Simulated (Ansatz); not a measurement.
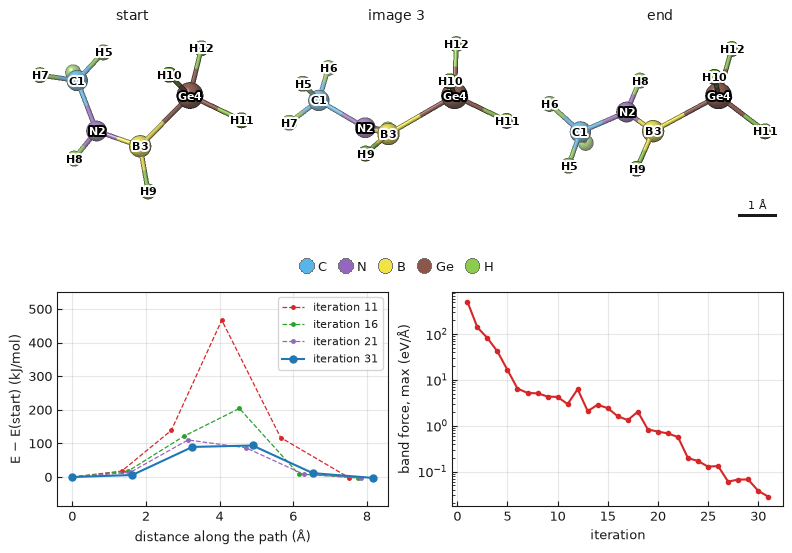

NEB run on CH₈BGeN. Images are numbered from 0 (start) to 5 (end). The plot follows the band through its iterations. Style: ball-and-stick. Shown at a tilt.

Computed with RKS PBE0-D4/def2-SVP in Ansatz 0.2.0. Settings: 4 movable images; no climbing image; force threshold 0.03 eV/Å; iteration limit 60; starting path through a guess of the saddle point.

> Judge this run.

The run is converged, with reservations. The band converged in 31 iterations. The largest component of the band force went from 520 to 0.028 eV/Å. No image climbed, so the highest image needn't lie on the saddle point, and the true maximum along this path can be higher. The first iteration put the highest image at 21809.7 kJ/mol. Forward barrier 94.0 kJ/mol, backward barrier 96.5 kJ/mol, with image 3 at the top; the reaction energy is −2.6 kJ/mol.
